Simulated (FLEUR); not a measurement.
# FeGe: which magnetic order is lowest, part 2 of 2

A self-consistent run ends on one state, which hangs on the start. Several orders of FeGe are started in FLEUR and their energies compared.

FLEUR MaX-R8.1; PBEsol; all-electron FLAPW, Dirac cores, scalar-relativistic bands.

So far. Step 2 (Order 1, typed as ferro ++++): After 30 cycles the largest moment stands at 1.17 μB.

The database entry behind the starting cell differs from later determinations by our own check (about 0.2 % short), so it need not match the best structure at ambient conditions.

## Step 3: Start 2: antiferro ++--

An opposed order shows whether neighbours prefer unlike signs.

Input file inp.xml:

```
<?xml version="1.0" encoding="UTF-8" standalone="no"?>
<fleurInput fleurInputVersion="0.39">
   <comment>
      FeGe
   </comment>
   <calculationSetup>
      <cutoffs Kmax="3.74" Gmax="11.2" GmaxXC="11.2" numbands="0"/>
      <scfLoop itmax="90" minDistance="0.00002" maxIterBroyd="15" imix="Anderson" alpha="0.05" precondParam="0.0" spinf="2.0" sdNocoIR="T"/>
      <coreElectrons ctail="T" frcor="F" kcrel="0" coretail_lmax="0"/>
      <xcFunctional name="PBEs" relativisticCorrections="F"/>
      <magnetism jspins="2"/>
      <soc l_soc="F" theta="0.0" phi="0.0" spav="F"/>
      <expertModes spex="0" secvar="F"/>
      <geometryOptimization l_f="F" forcealpha="1.0" forcemix="BFGS" epsdisp="0.00001" epsforce="0.00001"/>
      <ldaU l_linMix="F" mixParam="0.05" spinf="1.0"/>
   </calculationSetup>
   <cell>
      <bzIntegration valenceElectrons="120.0" mode="hist" fermiSmearingEnergy="0.00110248">
         <kPointListSelection listName="default-1"/>
         <xi:include xmlns:xi="http://www.w3.org/2001/XInclude" href="kpts.xml"> </xi:include>
      </bzIntegration>
      <xi:include xmlns:xi="http://www.w3.org/2001/XInclude" href="sym.xml"> </xi:include>
      <bulkLattice scale="1.0">
         <bravaisMatrix>
            <row-1>    8.8609257982493990     0.0000000000000000     0.0000000000000000</row-1>
            <row-2>    0.0000000000000000     8.8609257982493990     0.0000000000000000</row-2>
            <row-3>    0.0000000000000000     0.0000000000000000     8.8609257982493990</row-3>
         </bravaisMatrix>
      </bulkLattice>
   </cell>
   <atomSpecies>
      <species name="Iron (Fe) 2.800" element="Fe" atomicNumber="26">
         <mtSphere radius="2.19" gridPoints="725" logIncrement="0.017"/>
         <atomicCutoffs lmax="8" lnonsphr="6"/>
         <electronConfig flipSpins="F">
            <coreConfig>(1s1/2) (2s1/2) (2p1/2) (2p3/2)</coreConfig>
            <valenceConfig>(3s1/2) (3p1/2) (3p3/2) (4s1/2) (3d3/2) (3d5/2)</valenceConfig>
            <stateOccupation state="(3d3/2)" spinUp="1.4" spinDown="1.0"/>
            <stateOccupation state="(3d5/2)" spinUp="3.0" spinDown="0.6"/>
         </electronConfig>
         <energyParameters s="4" p="4" d="3" f="4"/>
         <lo type="SCLO" l="0" n="3" eDeriv="0"/>
         <lo type="SCLO" l="1" n="3" eDeriv="0"/>
      </species>
      <species name="Iron (Fe) -2.800" element="Fe" atomicNumber="26">
         <mtSphere radius="2.19" gridPoints="725" logIncrement="0.017"/>
         <atomicCutoffs lmax="8" lnonsphr="6"/>
         <electronConfig flipSpins="F">
            <coreConfig>(1s1/2) (2s1/2) (2p1/2) (2p3/2)</coreConfig>
            <valenceConfig>(3s1/2) (3p1/2) (3p3/2) (4s1/2) (3d3/2) (3d5/2)</valenceConfig>
            <stateOccupation state="(3d3/2)" spinUp="1.0" spinDown="1.4"/>
            <stateOccupation state="(3d5/2)" spinUp="0.6" spinDown="3.0"/>
         </electronConfig>
         <energyParameters s="4" p="4" d="3" f="4"/>
         <lo type="SCLO" l="0" n="3" eDeriv="0"/>
         <lo type="SCLO" l="1" n="3" eDeriv="0"/>
      </species>
      <species name="Germanium (Ge)" element="Ge" atomicNumber="32">
         <mtSphere radius="2.19" gridPoints="725" logIncrement="0.017"/>
         <atomicCutoffs lmax="8" lnonsphr="6"/>
         <electronConfig flipSpins="F">
            <coreConfig>(1s1/2) (2s1/2) (2p1/2) (2p3/2) (3s1/2) (3p1/2) (3p3/2)</coreConfig>
            <valenceConfig>(4s1/2) (3d3/2) (3d5/2) (4p1/2) (4p3/2)</valenceConfig>
            <stateOccupation state="(4p1/2)" spinUp="0.333333" spinDown="0.333333"/>
            <stateOccupation state="(4p3/2)" spinUp="0.666667" spinDown="0.666667"/>
         </electronConfig>
         <energyParameters s="4" p="4" d="3" f="4"/>
      </species>
   </atomSpecies>
   <atomGroups>
      <atomGroup species="Iron (Fe) 2.800">
         <relPos label="                   1">.1350000000 .1350000000 .1350000000</relPos>
         <relPos label="                   2">.3650000000 -.1350000000 -.3650000000</relPos>
         <force calculate="T" relaxXYZ="TTT"/>
      </atomGroup>
      <atomGroup species="Iron (Fe) -2.800">
         <relPos label="                   3">-.3650000000 .3650000000 -.1350000000</relPos>
         <relPos label="                   4">-.1350000000 -.3650000000 .3650000000</relPos>
         <force calculate="T" relaxXYZ="TTT"/>
      </atomGroup>
      <atomGroup species="Germanium (Ge)">
         <relPos label="                   5">-.1580000000 -.1580000000 -.1580000000</relPos>
         <relPos label="                   6">-.3420000000 .1580000000 .3420000000</relPos>
         <force calculate="T" relaxXYZ="TTT"/>
      </atomGroup>
      <atomGroup species="Germanium (Ge)">
         <relPos label="                   7">.3420000000 -.3420000000 .1580000000</relPos>
         <relPos label="                   8">.1580000000 .3420000000 -.3420000000</relPos>
         <force calculate="T" relaxXYZ="TTT"/>
      </atomGroup>
   </atomGroups>
   <output dos="F" band="F" slice="F">
      <bandDOS minEnergy="-.5*Htr" maxEnergy="0.5*Htr" sigma="0.015" storeEVData="T"/>
      <plotting iplot="0" polar="F">
         <plot TwoD="T" vec1="  1.0  0.0  0.0" vec2="  0.0  1.0  0.0" vec3="  0.0  0.0  1.0" zero="  0.0  0.0  0.0" file="plot"/>
      </plotting>
      <moessbauerParams electricFieldGradient="F" isomerShift="F" coreHyperfine="F" valenceHyperfine="F"/>
   </output>
</fleurInput>
```

Input file crystal.txt:

```
FeGe
&input film=F cartesian=F /
4.68900000000  0.00000000000  0.00000000000
0.00000000000  4.68900000000  0.00000000000
0.00000000000  0.00000000000  4.68900000000
1.8897261246
1.0 1.0 1.0

8
26 0.13500000000  0.13500000000  0.13500000000 : 2.800
26 0.36500000000  0.86500000000  0.63500000000 : 2.800
26 0.63500000000  0.36500000000  0.86500000000 : -2.800
26 0.86500000000  0.63500000000  0.36500000000 : -2.800
32 0.84200000000  0.84200000000  0.84200000000
32 0.65800000000  0.15800000000  0.34200000000
32 0.34200000000  0.65800000000  0.15800000000
32 0.15800000000  0.34200000000  0.65800000000

&kpt div1=6 div2=6 div3=6 gamma=T /
```

Started as:

```
$ OMP_NUM_THREADS=1 inpgen -f crystal.txt > inpgen.log  # inp.xml is then edited as shown
$ OMP_NUM_THREADS=1 mpirun -n 4 fleur_MPI > fleur.log
```

Log:

```text
[banner, memory and clock lines left out]
Welcome to FLEUR        (www.flapw.de)
      MaX-Release 8.1          (www.max-centre.eu)

 ========== k-point set info ==========
 Selected k-point list: default-1
 k-point list type: mesh
 6 x 6 x 6
 Number of k points: 80

 ------------Calculation Setup---------------------------
 Number of PE/node        :            4
 Number of OMP-threads    :            1
 k-points in parallel     :            4
 pe's per k-point         :            1
 No of k-point loops      :           20
 Eigenvalue solver        :       lapack
 Number of basis functions:          678
 Approximate size of matrices (H+S) per k-point:         0.014 GB
 Iteration:     1   Distance:      18.92469522 me/bohr^3
 Iteration:     2   Distance:      17.33597630 me/bohr^3
 Iteration:     3   Distance:      13.43608127 me/bohr^3
 Iteration:     4   Distance:       7.28979489 me/bohr^3
 Iteration:     5   Distance:       6.41635717 me/bohr^3
 Iteration:     6   Distance:       3.62887740 me/bohr^3
 Iteration:     7   Distance:       3.54726919 me/bohr^3
 Iteration:     8   Distance:       2.56428236 me/bohr^3
 Iteration:     9   Distance:       2.31745221 me/bohr^3
 Iteration:    10   Distance:       1.06849904 me/bohr^3
[... 22 iterations left out ...]
 Iteration:    33   Distance:       0.00077546 me/bohr^3
 Iteration:    34   Distance:       0.00035304 me/bohr^3
 Iteration:    35   Distance:       0.00016412 me/bohr^3
 Iteration:    36   Distance:       0.00010405 me/bohr^3
 Iteration:    37   Distance:       0.00009712 me/bohr^3
 Iteration:    38   Distance:       0.00007437 me/bohr^3
 Iteration:    39   Distance:       0.00004596 me/bohr^3
 Iteration:    40   Distance:       0.00003399 me/bohr^3
 Iteration:    41   Distance:       0.00003236 me/bohr^3
 Iteration:    42   Distance:       0.00001203 me/bohr^3

 ********************************************************************
 Run finished successfully
 Stop message:
   all done
 ********************************************************************

--- out.xml (last complete iteration) ---
<iteration numberForCurrentRun="   42" overallNumber="   42">
         [... left out ...]
         <bandgap value="0.0000000213" units="eV"/>
         <sumValenceSingleParticleEnergies value="-67.2896936678" units="Htr"/>
         <FermiEnergy value="0.3964731349" units="Htr"/>
         <valenceDensity>
            <mtCharges spin="1">
               <mtCharge atomType="1" total="7.8495603" s="1.1301879" p="3.1404036" d="3.5706987" f="0.0070472"/>
               <mtCharge atomType="2" total="6.8488117" s="1.1234215" p="3.1332615" d="2.5837344" f="0.0071378"/>
               <mtCharge atomType="3" total="6.0513571" s="0.5071393" p="0.5356020" d="4.9961395" f="0.0102498"/>
               <mtCharge atomType="4" total="6.0465255" s="0.5106615" p="0.5264731" d="4.9967299" f="0.0104206"/>
            </mtCharges>
            <mtCharges spin="2">
               <mtCharge atomType="1" total="6.8488118" s="1.1234215" p="3.1332615" d="2.5837344" f="0.0071378"/>
               <mtCharge atomType="2" total="7.8495603" s="1.1301879" p="3.1404036" d="3.5706987" f="0.0070472"/>
               <mtCharge atomType="3" total="6.0465254" s="0.5106614" p="0.5264731" d="4.9967299" f="0.0104206"/>
               <mtCharge atomType="4" total="6.0513571" s="0.5071393" p="0.5356020" d="4.9961395" f="0.0102498"/>
            </mtCharges>
            <spinDependentCharge spin="1" total="59.9999999" interstitial="6.4074908" mtSpheres="53.5925092"/>
            <spinDependentCharge spin="2" total="60.0000001" interstitial="6.4074908" mtSpheres="53.5925093"/>
            <totalCharge value="120.0000000000"/>
         </valenceDensity>
         [... left out ...]
         <magneticMomentsInMTSpheres units="muBohr">
            <globalMagMoment atomType="1" vec="0.00000   0.00000   1.00075"/>
            <localMagMoment atomType="1" vec="0.00000   0.00000   1.00075"/>
            <globalMagMoment atomType="2" vec="0.00000   0.00000  -1.00075"/>
            <localMagMoment atomType="2" vec="0.00000   0.00000  -1.00075"/>
            <globalMagMoment atomType="3" vec="0.00000   0.00000   0.00483"/>
            <localMagMoment atomType="3" vec="0.00000   0.00000   0.00483"/>
            <globalMagMoment atomType="4" vec="0.00000   0.00000  -0.00483"/>
            <localMagMoment atomType="4" vec="0.00000   0.00000  -0.00483"/>
         </magneticMomentsInMTSpheres>
         [... left out ...]
         <totalEnergy value="   -13476.8258239340" units="Htr">
            <sumOfEigenvalues value="    -7741.3974670603">
               <coreElectrons value="-7674.1077733926"/>
               <valenceElectrons value="-67.2896936678"/>
            </sumOfEigenvalues>
            <densityCoulombPotentialIntegral value="-20765.5042740519"/>
            <densityEffectivePotentialIntegral value="-21462.9486524175"/>
            <chargeDenXCDenIntegral value="-532.0318148251"/>
            <FockExchangeEnergyValence value="0.0000000000"/>
            <FockExchangeEnergyCore value="0.0000000000"/>
         [... left out ...]
            <tkbTimesEntropy value="0.0007590313"/>
            <freeEnergy value="-13476.8265829653"/>
            <extrapolationTo0K value="-13476.8262034497"/>
         </totalEnergy>
         <densityConvergence units="me/bohr^3">
            <chargeDensity spin="1" distance="0.0000075589"/>
            <chargeDensity spin="2" distance="0.0000078619"/>
            <overallChargeDensity distance="0.0000096538"/>
            <spinDensity distance="0.0000120290"/>
         </densityConvergence>
      </iteration>
```

It took 11 min on 4 MPI ranks of Intel Xeon Platinum 8488C (Sapphire Rapids), shared host; peak memory 0.79 GiB; 46 min of CPU time.

Spin moment in the muffin-tin sphere by atom:

```csv
atom,spin moment in the muffin-tin sphere (μB)
Fe1,1.00
Fe2,1.00
Fe3,-1.00
Fe4,-1.00
Ge5,0.00
Ge6,0.00
Ge7,0.00
Ge8,0.00
```

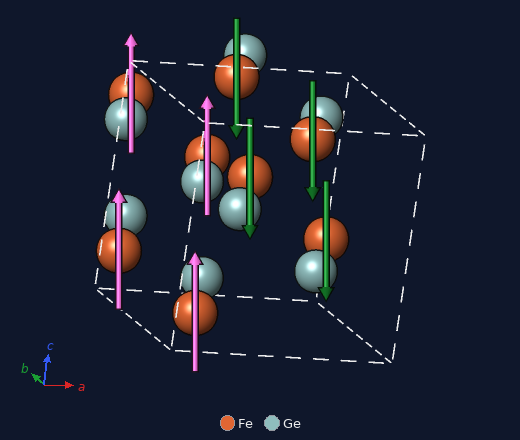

Spin moment in the muffin-tin sphere as arrows, the longest 1.00 μB. Up and down stand for the sign. Arrows give size and sign along the axis of quantisation, drawn up and down the page. The two directions have two colours. 1×2×1 cells are drawn.

Read from the output:

```yaml
free_energy: -366723.1335 eV
program_s_band_gap_on_this_mesh_in_a_metal_only_a_level_spacing: 2.13e-8 eV
magnetization: 0 μB
final_state: antiferromagnetic
```

It lies 57.7 meV a seeded atom over the first start, and its largest moment is 1.00 μB against 1.17 μB.

## Step 4: Run 3 (no spin polarisation)

A spinless run gives the zero against which the gain from the moments is read.

inp.xml, as its differences from that of step 3:

```diff
@@ -10,3 +10,3 @@
       <xcFunctional name="PBEs" relativisticCorrections="F"/>
-      <magnetism jspins="2"/>
+      <magnetism jspins="1"/>
       <soc l_soc="F" theta="0.0" phi="0.0" spav="F"/>
@@ -31,3 +31,3 @@
    <atomSpecies>
-      <species name="Iron (Fe) 2.800" element="Fe" atomicNumber="26">
+      <species name="Iron (Fe)" element="Fe" atomicNumber="26">
          <mtSphere radius="2.19" gridPoints="725" logIncrement="0.017"/>
@@ -37,17 +37,4 @@
             <valenceConfig>(3s1/2) (3p1/2) (3p3/2) (4s1/2) (3d3/2) (3d5/2)</valenceConfig>
-            <stateOccupation state="(3d3/2)" spinUp="1.4" spinDown="1.0"/>
-            <stateOccupation state="(3d5/2)" spinUp="3.0" spinDown="0.6"/>
-         </electronConfig>
-         <energyParameters s="4" p="4" d="3" f="4"/>
-         <lo type="SCLO" l="0" n="3" eDeriv="0"/>
-         <lo type="SCLO" l="1" n="3" eDeriv="0"/>
-      </species>
-      <species name="Iron (Fe) -2.800" element="Fe" atomicNumber="26">
-         <mtSphere radius="2.19" gridPoints="725" logIncrement="0.017"/>
-         <atomicCutoffs lmax="8" lnonsphr="6"/>
-         <electronConfig flipSpins="F">
-            <coreConfig>(1s1/2) (2s1/2) (2p1/2) (2p3/2)</coreConfig>
-            <valenceConfig>(3s1/2) (3p1/2) (3p3/2) (4s1/2) (3d3/2) (3d5/2)</valenceConfig>
-            <stateOccupation state="(3d3/2)" spinUp="1.0" spinDown="1.4"/>
-            <stateOccupation state="(3d5/2)" spinUp="0.6" spinDown="3.0"/>
+            <stateOccupation state="(3d3/2)" spinUp="1.200000" spinDown="1.200000"/>
+            <stateOccupation state="(3d5/2)" spinUp="1.800000" spinDown="1.800000"/>
          </electronConfig>
@@ -70,8 +57,5 @@
    <atomGroups>
-      <atomGroup species="Iron (Fe) 2.800">
+      <atomGroup species="Iron (Fe)">
          <relPos label="                   1">.1350000000 .1350000000 .1350000000</relPos>
          <relPos label="                   2">.3650000000 -.1350000000 -.3650000000</relPos>
-         <force calculate="T" relaxXYZ="TTT"/>
-      </atomGroup>
-      <atomGroup species="Iron (Fe) -2.800">
          <relPos label="                   3">-.3650000000 .3650000000 -.1350000000</relPos>
@@ -83,5 +67,2 @@
          <relPos label="                   6">-.3420000000 .1580000000 .3420000000</relPos>
-         <force calculate="T" relaxXYZ="TTT"/>
-      </atomGroup>
-      <atomGroup species="Germanium (Ge)">
          <relPos label="                   7">.3420000000 -.3420000000 .1580000000</relPos>
```

Input file crystal.txt:

```
FeGe
&input film=F cartesian=F /
4.68900000000  0.00000000000  0.00000000000
0.00000000000  4.68900000000  0.00000000000
0.00000000000  0.00000000000  4.68900000000
1.8897261246
1.0 1.0 1.0

8
26 0.13500000000  0.13500000000  0.13500000000
26 0.36500000000  0.86500000000  0.63500000000
26 0.63500000000  0.36500000000  0.86500000000
26 0.86500000000  0.63500000000  0.36500000000
32 0.84200000000  0.84200000000  0.84200000000
32 0.65800000000  0.15800000000  0.34200000000
32 0.34200000000  0.65800000000  0.15800000000
32 0.15800000000  0.34200000000  0.65800000000

&kpt div1=6 div2=6 div3=6 gamma=T /
```

Log:

```text
[banner, memory and clock lines left out]
Welcome to FLEUR        (www.flapw.de)
      MaX-Release 8.1          (www.max-centre.eu)

 ========== k-point set info ==========
 Selected k-point list: default-1
 k-point list type: mesh
 6 x 6 x 6
 Number of k points: 24

 [... set-up left out ...]
 Iteration:     1   Distance:      19.25850762 me/bohr^3
 Iteration:     2   Distance:      14.55794542 me/bohr^3
 Iteration:     3   Distance:      11.59976791 me/bohr^3
 Iteration:     4   Distance:       5.31498856 me/bohr^3
 Iteration:     5   Distance:       4.72632665 me/bohr^3
[...]
<FermiEnergy value="0.3924814983" units="Htr"/>
         [... left out ...]
         <totalEnergy value="   -13476.8236402032" units="Htr">
            <sumOfEigenvalues value="    -7741.6051220472">
               <coreElectrons value="-7674.2821764813"/>
               <valenceElectrons value="-67.3229455659"/>
            </sumOfEigenvalues>
         [... left out ...]
            <freeEnergy value="-13476.8245604658"/>
            <extrapolationTo0K value="-13476.8241003345"/>
         </totalEnergy>
         <densityConvergence units="me/bohr^3">
            <chargeDensity spin="1" distance="0.0000030639"/>
         </densityConvergence>
      </iteration>
```

Elapsed: 48 s, on 4 MPI ranks; peak memory 0.31 GiB.

This step gave:

```yaml
free_energy: -366723.0785 eV
program_s_band_gap_on_this_mesh_in_a_metal_only_a_level_spacing: 0.07544 eV
final_state: non-magnetic (no spin polarisation)
```

It lies 71.4 meV a seeded atom over the first start.

## Step 5: The states side by side

Free energies are divided by the number of seeded atoms.

Orders:

```csv
start,final state,typed order kept,energy over the lowest (meV a seeded atom),largest sphere moment (μB),net moment (μB a primitive cell),mesh matched,CPU time (s)
ferro ++++,"ferromagnetic, with opposed induced moments",yes,0,1.175,4.23,yes,587.1
antiferro ++--,antiferromagnetic,yes,57.67,1.001,0,yes,2742
no spin polarisation,non-magnetic,-,71.43,0,0,yes,190.9
```

## Step 6: Summary of results

| Property | Result |
| --- | --- |
| lowest state found | ferromagnetic (typed ferro ++++) |
| largest site spin moment | 1.17 μB |
| next finished state | antiferromagnetic, 57.7 meV a seeded atom higher |
| energy gained by spin polarisation | 71.4 meV a seeded atom |

In words: The lowest state found is ferromagnetic, reached from the start ferro ++++, with moments up to 1.17 μB. The next finished state costs 58 meV a seeded atom. Only 3 starts were tried; other patterns of signs, canted and longer-period orders were not. With 4 seeded atoms in the first cell, sign patterns within that cell may remain untried.

[Logs and program files are shortened in this print: banners, set-up blocks, solver, clock and traceback lines can be left out without a mark of their own.]

[Logs are printed without paths, hosts, clocks, repeated set-up lines and the standing remarks that a program may print on its own settings, such as how far it seeks lower states.]

[Hosts, paths, dates, database ids (printed as entryN), source tags and the programs' standing remarks are cut or masked in the printed files.]

[Where a cell is said to come from a database of computed structures, the database is the Materials Project.]
